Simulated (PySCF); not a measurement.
Vertical excitations of a molecule C₆H₆ from TDA-PBE/def2-SVPD run with PySCF, as energy in eV (oscillator strength): 3.12 (0.009), 5.43 (0.277), 5.60 (0.000), 5.78 (0.000), 6.15 (0.001), 6.26 (0.000), 6.53 (0.027), 6.80 (0.001), 6.81 (0.000), 6.82 (0.273). Lowest triplet (TDA): 2.11 eV. Geometry: PBE0-D3(BJ)/def2-SVP. One conformer was computed; it need not be the lowest.

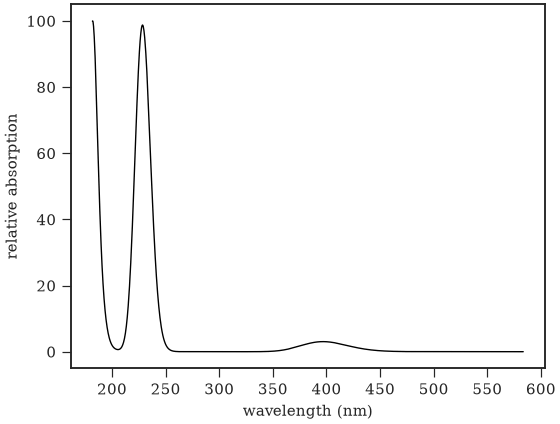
Figure. The lines broadened by 0.4 eV.

Q: Identify the compound among the candidates.
A) C#CCCC#C
B) C#CC=C=CC
C) C#CC(=C)C=C
D) C=C1C=CC=C1

A: D, C=C1C=CC=C1
